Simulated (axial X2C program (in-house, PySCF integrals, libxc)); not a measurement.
# TcSe: bond curves with and without spin–orbit coupling

Aim: find the lowest determinant of TcSe, scan the bond at several levels and fit the constants, once spin-free and once with spin–orbit coupling.

Computed with an in-house X2C program for linear molecules on PySCF integrals. Level: all-electron X2C, Tc dyall-cv3z, Se dyall-cv3z.

All values are calculated.

**1. The job**

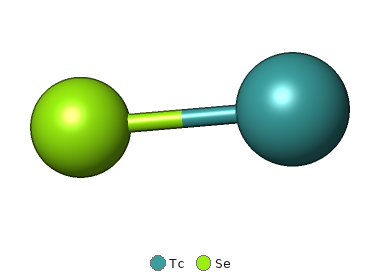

The two atoms at 2.270 Å (technetium teal, selenium green).

The input, task.json:

```json
{"zs": [43, 34], "q": 0, "bas": ["dyall-cv3z", "dyall-cv3z"], "levels": ["PBE0", "HF", "PBE"], "cc": true, "r0": 2.27, "thr": -2.0, "nmax": 110, "npts": 10, "nst": 2, "ntry": 8}
```

Keys: zs atomic numbers; q charge; bas basis sets; levels methods (HF also brings MP2); cc coupled cluster on or off; r0 starting distance in Å; thr threshold in hartree for freezing inner shells (an s shell follows its p shell); nmax most natural virtual spinors; npts points asked for on the curve; nst determinants followed; ntry starts of the search.

The run is started by

```
$ python so2c.py task.json out
```

Spin-free means the one-electron spin-free X2C Hamiltonian; two-component (2c) means X2C with spin–orbit coupling and atomic mean-field two-electron Coulomb and Gaunt terms. Basis: Tc dyall-cv3z contracted to [12s12p8d5f3g], Se dyall-cv3z contracted to [8s9p6d4f1g]; Gaussian nuclei, density fitting. Masses: Tc 98.907 u, Se 79.917 u.

Notation: σ, π±, δ± give the projection m of an orbital's angular momentum (0, ±1, ±2), α and β its spin, Λ and M_S the sums; ω is the projection of a spinor's total angular momentum and Ω the sum. Logs are in hartree.

The results follow Hamiltonian by Hamiltonian and level by level.

**2. Search for the lowest determinant**

Determinants are compared with PBE0 at 2.270 Å.

Spin-free determinants:

```
ΔE (eV)             state                                   open shells
   0.00  M_S = 5/2, Λ = 0  beyond closed shells: σα, π+α, π-α, δ+α, δ-α
   1.08  M_S = 3/2, Λ = 1           beyond closed shells: π+α, δ+α, δ-α
   1.23  M_S = 3/2, Λ = 2  beyond closed shells: σα, π+α, π+β, δ+α, δ-α
   1.23  M_S = 3/2, Λ = 0  beyond closed shells: σα, π+β, π-α, δ+α, δ-α
   1.30  M_S = 3/2, Λ = 3  beyond closed shells: σα, π+α, δ+α, δ+β, δ-α
   1.30  M_S = 3/2, Λ = 1  beyond closed shells: σα, π-α, δ+α, δ+β, δ-α
   1.50  M_S = 3/2, Λ = 0  beyond closed shells: σβ, π+α, π-α, δ+α, δ-α
```

Two-component determinants:

```json
{"ΔE (eV)": "0.00", "state": "Ω = 5/2", "open shells": "excess of +ω over −ω: ω = 5/2"}
{"ΔE (eV)": "0.98", "state": "Ω = 1/2", "open shells": "excess of +ω over −ω: ω = -1/2, ω = -3/2, ω = 5/2"}
{"ΔE (eV)": "1.07", "state": "Ω = 3/2", "open shells": "excess of +ω over −ω: ω = 1/2, ω = -3/2, ω = 5/2"}
{"ΔE (eV)": "1.20", "state": "Ω = 1/2", "open shells": "excess of +ω over −ω: 2 × ω = 3/2, ω = -5/2"}
{"ΔE (eV)": "1.26", "state": "Ω = 7/2", "open shells": "excess of +ω over −ω: 2 × ω = 1/2, ω = 5/2"}
{"ΔE (eV)": "1.29", "state": "Ω = 3/2", "open shells": "excess of +ω over −ω: ω = 3/2"}
{"ΔE (eV)": "1.30", "state": "Ω = 9/2", "open shells": "excess of +ω over −ω: ω = 1/2, ω = 3/2, ω = 5/2"}
```

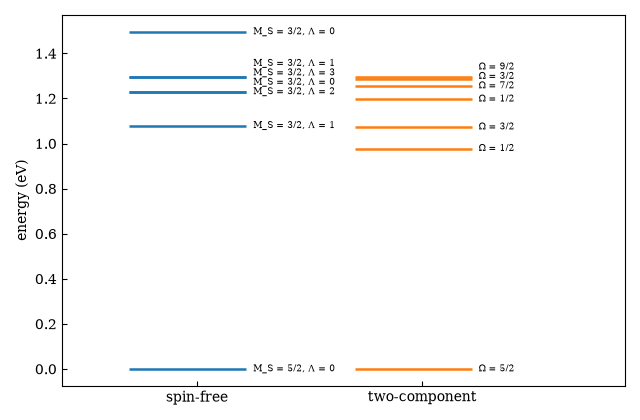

The determinants found, each set from its own lowest.

**3. PBE0, spin-free**

State followed: M_S = 5/2, Λ = 0 (beyond closed shells: σα, π+α, π-α, δ+α, δ-α). The scan is laid around 2.257 Å, a first estimate of the minimum, and this SCF restarts from the orbitals of the search.

Output at 2.257 Å:

```text
spin-free X2C-1e  PBE0
basis functions 252  fitting functions 1260  grid points 5804
iter        total energy     max residual
   1      -6714.210145565     2.52e+00
   2      -6714.769012043     5.91e-03
   3      -6714.768559205     8.16e-03
   4      -6714.769930693     3.37e-04
   5      -6714.769929704     4.28e-04
   6      -6714.769928203     5.11e-04
   7      -6714.769935478     6.30e-05
   8      -6714.769935599     1.10e-05
   9      -6714.769935611     4.42e-06
  10      -6714.769935612     7.45e-07
converged
one-electron -9974.34425519  Coulomb 3134.65875519  exact exchange -53.58382175  xc functional -164.28177574  nuclear repulsion 342.78116188
```

Along the bond, energies from the lowest point:

| R (Å) | E (eV) | μ (D) | HOMO (eV) | LUMO (eV) | iterations |
| --- | --- | --- | --- | --- | --- |
| 1.964 | 1.2538 | -3.31 | -5.62 | -2.58 | 13 |
| 2.054 | 0.5059 | -3.77 | -5.73 | -2.56 | 13 |
| 2.122 | 0.1926 | -4.11 | -5.80 | -2.56 | 13 |
| 2.189 | 0.0366 | -4.44 | -5.86 | -2.57 | 13 |
| 2.257 | 0.0000 | -4.75 | -5.90 | -2.72 | 10 |
| 2.336 | 0.0687 | -5.08 | -5.93 | -2.89 | 14 |
| 2.415 | 0.2229 | -5.39 | -5.94 | -3.04 | 14 |
| 2.517 | 0.5032 | -5.73 | -5.93 | -3.22 | 15 |
| 2.641 | 0.9146 | -6.05 | -5.91 | -3.41 | 16 |
| 2.821 | 1.5493 | -6.33 | -5.74 | -3.61 | 16 |

Dipoles are positive if Se is the positive end.

Outer orbitals at the reference distance:

```tsv
symmetry	occupied	ε (eV)	atomic character
σα	yes	-18.14	70% Se s, 11% Tc d, 9% Tc p
σβ	yes	-17.70	70% Se s, 10% Tc d, 10% Tc p
σα	yes	-9.12	63% Tc d, 30% Se p, 4% Se s
π+α	yes	-9.08	82% Tc d, 16% Se p
π-α	yes	-9.08	82% Tc d, 16% Se p
δ+α	yes	-8.73	100% Tc d
δ-α	yes	-8.73	100% Tc d
σβ	yes	-7.96	65% Se p, 22% Tc d, 6% Tc s
σα	yes	-6.86	50% Tc s, 32% Se p, 16% Tc d
π-β	yes	-6.74	55% Se p, 36% Tc d, 4% Tc p
π+β	yes	-6.74	55% Se p, 36% Tc d, 4% Tc p
π-α	yes	-5.90	63% Se p, 18% Tc d, 12% Tc p
π+α	yes	-5.90	63% Se p, 18% Tc d, 12% Tc p
σα	no	-2.72	41% Tc p, 26% Tc s, 21% Se p
σβ	no	-2.57	52% Tc s, 39% Tc d, 6% Se p
δ+β	no	-2.16	99% Tc d
δ-β	no	-2.16	99% Tc d
```

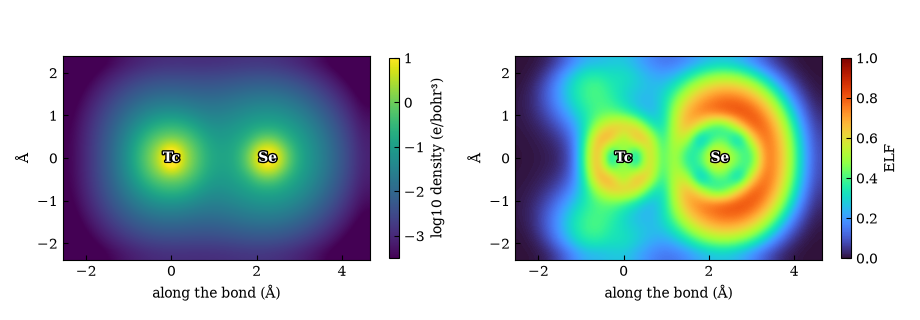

PBE0 fields in a plane through the axis, from a grid of 0.3 Å; Tc lies at z = 0 and Se at z = 2.257 Å; the ELF is damped to zero where the density is low.

Re = 2.248 Å, ωe = 353 cm⁻¹, ωexe = 0.755 cm⁻¹, Be = 0.07549 cm⁻¹, De = 4.00 eV, μ = -4.70 D.

**4. HF, spin-free**

The SCF at the reference distance of 2.257 Å:

```text
spin-free X2C-1e  HF
basis functions 252  fitting functions 1260  grid points 5804
iter        total energy     max residual
   1      -6711.239625132     3.10e-01
   2      -6711.280453420     1.43e-02
   3      -6711.285174799     1.15e-02
   4      -6711.289747775     4.80e-03
   5      -6711.292017567     3.39e-03
   6      -6711.293703594     2.08e-03
   7      -6711.294771080     1.43e-03
   8      -6711.295520171     1.02e-03
   9      -6711.295816003     6.17e-04
  10      -6711.295914406     3.35e-04
  11      -6711.295935677     1.69e-04
  12      -6711.295944763     1.03e-04
  13      -6711.295949150     3.95e-05
  14      -6711.295949681     2.35e-05
  15      -6711.295949759     7.84e-06
  16      -6711.295949771     2.80e-06
  17      -6711.295949772     6.91e-07
converged
one-electron -9971.93633636  Coulomb 3132.38574394  exact exchange -214.52651923  xc functional 0.00000000  nuclear repulsion 342.78116188
```

Re = 2.438 Å, ωe = 212.7 cm⁻¹, Be = 0.06418 cm⁻¹, De = 1.43 eV, μ = -5.55 D.

**5. PBE, spin-free**

Output at 2.257 Å:

```text
spin-free X2C-1e  PBE
basis functions 252  fitting functions 1260  grid points 5804
iter        total energy     max residual
   1      -6714.671898661     1.03e-01
   2      -6714.667057427     1.99e-02
   3      -6714.484997421     7.41e-02
   4      -6714.677423579     4.70e-03
   5      -6714.678058296     2.18e-03
   6      -6714.678140280     1.06e-03
   7      -6714.678176571     7.41e-05
   8      -6714.678176558     7.05e-05
   9      -6714.678176711     1.08e-05
  10      -6714.678176714     4.83e-06
  11      -6714.678176715     9.05e-07
converged
one-electron -9973.88439642  Coulomb 3134.14841824  exact exchange 0.00000000  xc functional -217.72336041  nuclear repulsion 342.78116188
```

Re = 2.261 Å, ωe = 342 cm⁻¹, ωexe = 0.777 cm⁻¹, Be = 0.07463 cm⁻¹, De = 4.45 eV, μ = -3.84 D.

**6. MP2 and beyond, spin-free**

Correlated methods: 13 electrons correlated (frozen shells, counted by type: Tc 4 s, 3 p, 1 d; Se 3 s, 2 p, 1 d), 297 virtual spinors in MP2, 110 natural virtuals in coupled cluster.

Output of the correlated part at 2.257 Å:

```text
correlated 13  virtual 297  natural virtual 110  E(MP2) -0.294033286  MP2 remainder -0.009321546
iter   CCSD correlation   residual
   1     -0.289188143   1.64e-01
   2     -0.298695892   9.25e-02
   3     -0.305852730   5.47e-02
   4     -0.308418973   2.97e-02
   5     -0.309845918   1.41e-02
   6     -0.310074357   5.07e-03
   7     -0.310132507   2.00e-03
   8     -0.310151116   9.53e-04
   9     -0.310130440   5.10e-04
  10     -0.310140855   2.25e-04
  11     -0.310136181   9.89e-05
  12     -0.310138147   4.94e-05
  13     -0.310137013   2.91e-05
  14     -0.310136476   1.32e-05
  15     -0.310136267   5.54e-06
  16     -0.310136166   2.43e-06
  17     -0.310136124   1.21e-06
  18     -0.310136104   7.04e-07
  19     -0.310136082   3.43e-07
  20     -0.310136079   1.68e-07
(T) -0.018735395  T1 0.0858  D1 0.1652  max T2 0.054
```

T1 in the output is the amplitude norm over the root of the electron number; divide by √2 for the Lee–Taylor value.

MP2: No constants are quoted: the reference is strongly spin-contaminated.

CCSD: Re = 2.250 Å, ωe = 361 cm⁻¹, ωexe = 1.29 cm⁻¹, Be = 0.07533 cm⁻¹, De = 2.93 eV. T1 at Re = 0.060 (Lee–Taylor, the printed value over √2).

CCSD(T): Re = 2.246 Å, ωe = 370 cm⁻¹, ωexe = 1.19 cm⁻¹, Be = 0.07559 cm⁻¹, De = 3.18 eV. T1 at Re = 0.060 (Lee–Taylor, the printed value over √2).

**7. A higher determinant, spin-free**

State: M_S = 3/2, Λ = 1 (beyond closed shells: π+α, δ+α, δ-α).

Output at the reference distance:

```text
spin-free X2C-1e  PBE0
basis functions 252  fitting functions 1260  grid points 5804
iter        total energy     max residual
   1      -6714.162438067     2.53e+00
   2      -6714.729264722     5.77e-03
   3      -6714.728657702     8.07e-03
   4      -6714.730173273     1.18e-03
   5      -6714.730130883     1.70e-03
   6      -6714.730219925     1.35e-04
   7      -6714.730220821     7.68e-05
   8      -6714.730221020     3.59e-05
   9      -6714.730221207     1.35e-05
  10      -6714.730221225     4.93e-06
  11      -6714.730221227     1.68e-06
converged
one-electron -9973.53494327  Coulomb 3133.82153454  exact exchange -53.56498971  xc functional -164.23298467  nuclear repulsion 342.78116188
```

| R (Å) | E above the lowest PBE0 point (eV) |
| --- | --- |
| 1.964 | 2.066 |
| 2.054 | 1.458 |
| 2.122 | 1.219 |
| 2.189 | 1.106 |
| 2.257 | 1.081 |
| 2.336 | 1.125 |
| 2.415 | 1.223 |
| 2.517 | 1.396 |
| 2.641 | 1.647 |

Re = 2.248 Å, ωe = 289.3 cm⁻¹, ωexe = 1 cm⁻¹, Be = 0.07549 cm⁻¹, μ = -3.38 D. ⟨S²⟩ = 4.18 against 3.75 for a pure state, so this determinant mixes spins. Te = 1.08 eV.

**8. The spin-free curves together**

Energy (eV) of the followed determinant, spin-free, from each level's lowest point:

| R (Å) | PBE0 | HF | MP2 (spin-contaminated) | CCSD | CCSD(T) | PBE |
| --- | --- | --- | --- | --- | --- | --- |
| 1.964 | 1.254 | 2.013 | 0.989 | n/a | n/a | 1.322 |
| 2.054 | 0.506 | 1.081 | 0.315 | 0.547 | 0.541 | 0.555 |
| 2.122 | 0.193 | 0.632 | 0.069 | 0.213 | 0.207 | 0.226 |
| 2.189 | 0.037 | 0.338 | 0.000 | 0.043 | 0.038 | 0.053 |
| 2.257 | 0.000 | 0.156 | 0.070 | 0.000 | 0.000 | 0.000 |
| 2.336 | 0.069 | 0.042 | 0.260 | 0.068 | 0.077 | 0.048 |
| 2.415 | 0.223 | 0.000 | 0.491 | 0.219 | 0.242 | 0.181 |
| 2.517 | 0.503 | 0.019 | 0.792 | 0.483 | 0.530 | 0.435 |
| 2.641 | 0.915 | 0.119 | 1.147 | n/a | n/a | 0.814 |
| 2.821 | 1.549 | 0.355 | 1.637 | n/a | n/a | 1.413 |

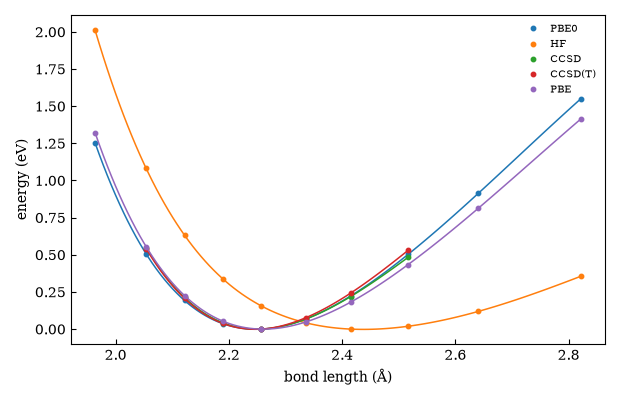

Curves of the followed state, spin-free, each from its own lowest point. Left out: MP2.

[end of part 1 of 2]
